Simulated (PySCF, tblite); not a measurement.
# CH₁₀P₂Si₃: dynamics, then NMR shifts on frames, part 2 of 2

tblite 0.8.0 and PySCF 2.14.0. Atoms count from 0. Earlier steps stand in the parts before.

### Step 6. Shielding tensors: 800 fs, PBE0/pcSseg-1

Job settings and geometry (Å):

```
{"job": {"kind": "nmr", "xc": "PBE0", "basis": "pcSseg-1", "pop": false}, "charge": 0, "multiplicity": 1}
Si     2.795400    -0.317500     1.377300
C      1.261400     0.533900     0.555300
Si    -0.297400    -0.476600     0.760700
P     -1.668500     0.095100     2.439700
Si    -3.366500    -0.337500     1.021200
P     -1.991400    -0.309400    -0.862900
H      3.046600    -1.660600     0.781400
H      2.825100    -0.474100     2.830100
H      3.875400     0.404000     0.834300
H      1.030800     1.566500     0.957400
H      1.490100     0.557100    -0.454700
H     -0.139600    -1.937700     0.826600
H     -1.495400    -1.169000     3.065300
H     -3.913700    -1.556900     1.641700
H     -4.282800     0.812500     1.071500
H     -2.088400    -1.611900    -1.301200
```

Method: GIAO PBE0/pcSseg-1 NMR shielding, non-relativistic, gas phase.

Log:

```text
coarse grid: 15408 points
cycle   1  E = -1594.5002199862  dE =  2.061e-01  |g| = 3.577e-01  |ddm| = 3.747e+00
cycle   2  E = -1594.4915052156  dE =  8.715e-03  |g| = 3.948e-01  |ddm| = 8.620e-01
cycle   3  E = -1594.5343278467  dE = -4.282e-02  |g| = 4.773e-02  |ddm| = 5.145e-01
cycle   4  E = -1594.5349330947  dE = -6.052e-04  |g| = 1.876e-02  |ddm| = 8.854e-02
cycle   5  E = -1594.5350349928  dE = -1.019e-04  |g| = 4.244e-03  |ddm| = 3.385e-02
cycle   6  E = -1594.5350397645  dE = -4.772e-06  |g| = 1.340e-03  |ddm| = 9.614e-03
final grid: 124560 points
cycle   7  E = -1594.5677292139  dE = -1.860e-05  |g| = 4.792e-03  |ddm| = 2.640e-02
cycle   8  E = -1594.5677254490  dE =  3.765e-06  |g| = 5.964e-03  |ddm| = 1.156e-02
cycle   9  E = -1594.5677351584  dE = -9.709e-06  |g| = 4.662e-04  |ddm| = 6.493e-03
cycle  10  E = -1594.5677352063  dE = -4.792e-08  |g| = 1.474e-04  |ddm| = 7.256e-04
cycle  11  E = -1594.5677352130  dE = -6.674e-09  |g| = 3.543e-05  |ddm| = 2.729e-04
cycle  12  E = -1594.5677352134  dE = -4.047e-10  |g| = 8.755e-06  |ddm| = 7.072e-05
converged SCF energy = -1594.5677352134

GIAO shielding tensors (ppm)
atom      isotropic    diamagn.    paramagn.     s11        s22        s33       span
  0 Si     427.327     878.511    -451.184    382.738    415.927    483.314    100.576
  1 C      187.760     259.136     -71.376    172.748    190.711    199.821     27.074
  2 Si     384.608     881.201    -496.593    337.318    359.841    456.664    119.347
  3 P      571.342     969.462    -398.119    409.768    629.374    674.885    265.117
  4 Si     432.216     880.149    -447.932    376.445    416.204    504.001    127.556
  5 P      510.851     968.090    -457.239    326.725    556.316    649.514    322.788
  6 H       27.634      28.377      -0.743     24.085     26.280     32.537      8.452
  7 H       27.845      27.867      -0.022     24.297     26.165     33.073      8.775
  8 H       28.218      28.455      -0.237     23.911     25.843     34.900     10.989
  9 H       30.135      30.600      -0.465     25.226     29.045     36.134     10.909
 10 H       32.925      35.418      -2.492     26.914     31.487     40.375     13.461
 11 H       25.768      31.904      -6.136     22.099     26.003     29.201      7.102
 12 H       28.279      31.285      -3.006     23.943     26.468     34.427     10.484
 13 H       26.276      28.464      -2.188     22.696     24.649     31.483      8.787
 14 H       27.044      28.737      -1.693     23.320     24.194     33.620     10.301
 15 H       28.249      31.026      -2.777     24.191     25.872     34.686     10.495
```

Wall time 27 s (1 thread of Arm Neoverse V1, shared host); peak memory 0.95 GiB.

In short: δ C1 -0.8, Si2 -35.4, Si0 -78.2, Si4 -83.1, H11 5.95, H13 5.44 ppm.

### Step 7. NMR shieldings: 1000 fs, PBE0/pcSseg-1

Job settings and geometry (Å):

```
{"job": {"kind": "nmr", "xc": "PBE0", "basis": "pcSseg-1", "pop": false}, "charge": 0, "multiplicity": 1}
Si     2.649400     0.370700     1.220400
C      0.882500     0.790300     0.628700
Si    -0.389100    -0.639400     0.896800
P     -2.025300     0.027500     2.336900
Si    -3.376500    -0.279100     0.558100
P     -1.746300    -0.360900    -0.920600
H      3.319300    -0.388200     0.150800
H      2.666200    -0.346700     2.478800
H      3.365400     1.623100     1.331600
H      0.637400     1.645500     1.180700
H      0.900400     1.170300    -0.399500
H      0.100900    -2.067700     1.029400
H     -2.049300    -1.289500     2.838800
H     -4.177300    -1.559800     0.660300
H     -4.385700     0.786300     0.404600
H     -2.109100    -1.637900    -1.330100
```

Level: GIAO PBE0/pcSseg-1 NMR shielding, non-relativistic, gas phase.

Log:

```text
coarse grid: 15408 points
cycle   1  E = -1594.5024042459  dE =  2.561e-01  |g| = 3.795e-01  |ddm| = 3.735e+00
cycle   2  E = -1594.4841309237  dE =  1.827e-02  |g| = 4.489e-01  |ddm| = 9.267e-01
cycle   3  E = -1594.5409744920  dE = -5.684e-02  |g| = 4.344e-02  |ddm| = 5.804e-01
cycle   4  E = -1594.5414637196  dE = -4.892e-04  |g| = 1.664e-02  |ddm| = 8.479e-02
cycle   5  E = -1594.5415405747  dE = -7.686e-05  |g| = 4.572e-03  |ddm| = 3.099e-02
cycle   6  E = -1594.5415461842  dE = -5.610e-06  |g| = 1.410e-03  |ddm| = 8.865e-03
final grid: 124560 points
cycle   7  E = -1594.5747131449  dE = -1.875e-05  |g| = 4.885e-03  |ddm| = 2.756e-02
cycle   8  E = -1594.5747096142  dE =  3.531e-06  |g| = 5.967e-03  |ddm| = 1.214e-02
cycle   9  E = -1594.5747191940  dE = -9.580e-06  |g| = 4.961e-04  |ddm| = 6.831e-03
cycle  10  E = -1594.5747192489  dE = -5.492e-08  |g| = 1.576e-04  |ddm| = 8.123e-04
cycle  11  E = -1594.5747192564  dE = -7.458e-09  |g| = 3.043e-05  |ddm| = 2.761e-04
cycle  12  E = -1594.5747192567  dE = -2.783e-10  |g| = 8.840e-06  |ddm| = 6.090e-05
converged SCF energy = -1594.5747192567

GIAO shielding tensors (ppm)
atom      isotropic    diamagn.    paramagn.     s11        s22        s33       span
  0 Si     428.020     879.097    -451.077    400.407    416.530    467.124     66.717
  1 C      183.536     257.987     -74.451    154.778    187.006    208.824     54.046
  2 Si     384.035     880.254    -496.219    341.156    368.344    442.606    101.449
  3 P      570.052     968.140    -398.088    388.932    646.782    674.442    285.510
  4 Si     423.681     880.033    -456.352    349.247    448.997    472.797    123.551
  5 P      566.068     968.783    -402.714    384.202    593.314    720.689    336.486
  6 H       27.707      28.528      -0.820     24.219     25.853     33.051      8.832
  7 H       28.185      28.533      -0.349     24.316     27.265     32.973      8.657
  8 H       27.871      28.377      -0.506     23.782     25.572     34.259     10.476
  9 H       32.001      33.854      -1.853     26.946     31.390     37.666     10.720
 10 H       30.953      33.295      -2.342     25.827     29.776     37.256     11.429
 11 H       25.816      29.562      -3.745     21.781     25.673     29.996      8.215
 12 H       28.292      29.933      -1.640     24.336     26.405     34.135      9.800
 13 H       26.061      28.116      -2.055     23.315     24.108     30.761      7.446
 14 H       27.101      28.488      -1.387     23.769     24.128     33.407      9.638
 15 H       28.293      30.758      -2.465     23.789     26.170     34.919     11.130
```

Wall time 27 s (1 thread of Arm Neoverse V1, shared host); peak memory 0.95 GiB.

This run: δ C1 3.4, Si2 -34.9, Si4 -74.5, Si0 -78.9, H11 5.90, H13 5.66 ppm.

### Step 8. Run by run: NMR shifts

Shifts (ppm) of some atoms, chosen among heavy atoms and hydrogens apart, with basis size and wall time:

```
  frame   H15    H10    Si2    Si4    Si0      P5      P3  functions  time
 250 fs  3.40   1.62  -30.1  -74.6  -76.4  -123.0  -125.6        187  37 s
 425 fs  1.82  -0.05  -27.8  -57.4  -81.3  -259.5  -263.5        187  27 s
 625 fs  1.25  -0.52  -25.0  -84.7  -88.0  -297.9  -292.4        187  27 s
 800 fs  3.47  -1.21  -35.4  -83.1  -78.2  -192.5  -253.0        187  27 s
1000 fs  3.42   0.76  -34.9  -74.5  -78.9  -247.7  -251.7        187  27 s
```

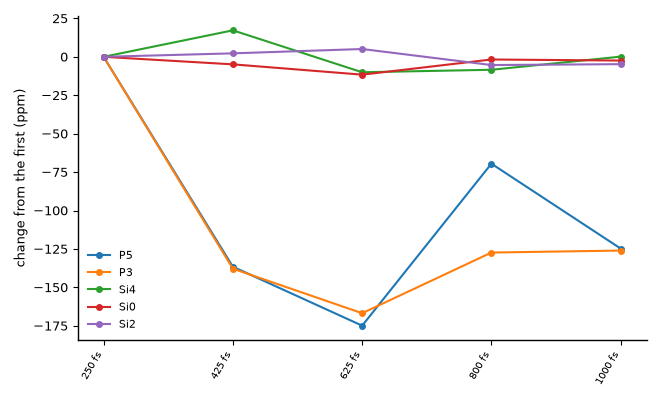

How five of the tabulated atoms move from run to run.

### Step 9. Summary of results

This closing draws on all 2 parts.

| quantity | value |
| --- | --- |
| thermostat | 300 K |
| mean temperature, second half | 281 K |
| mean potential energy above the minimum | 0.48 eV |
| 13C shifts against TMS (PBE0/pcSseg-1, 250 fs) | -5.7 ppm |
| 1H shifts against TMS (PBE0/pcSseg-1, 250 fs) | 5.30, 4.63, 4.61, 4.32, 3.87, 3.81, 3.40, 3.38, 1.62, 0.34 ppm |
| 29Si shifts against TMS (PBE0/pcSseg-1, 250 fs) | -30.1, -74.6, -76.4 ppm |
| 31P shifts against H3PO4 (PBE0/pcSseg-1, 250 fs) | -123.0, -125.6 ppm |
| surface potential, 1st and 99th percentile | -1.21 V and 1.27 V |
| range of the shift of P5 | -297.9 to -123.0 ppm |

**Reading.** In the second half the potential energy averages 0.48 eV above the minimum; equipartition over 42 harmonic modes at 300 K would give 0.54 eV. With 16 atoms the temperature swings widely (128 to 355 K). Shifts at one fixed geometry are not the observed spectrum, which averages over the motion. In the first frame run (250 fs): The largest span, 426 ppm, is at P5, where the paramagnetic term is -527 ppm. At PBE0/pcSseg-1, counted by nearest atom on the grid, the HOMO lies on P3, P5 about 38 % each; Si2 8 %, the LUMO on Si2 20 %; Si4 14 %. Across the 5 runs the shift of P5 moves most, between -297.9 (625 fs) and -123.0 ppm (250 fs).
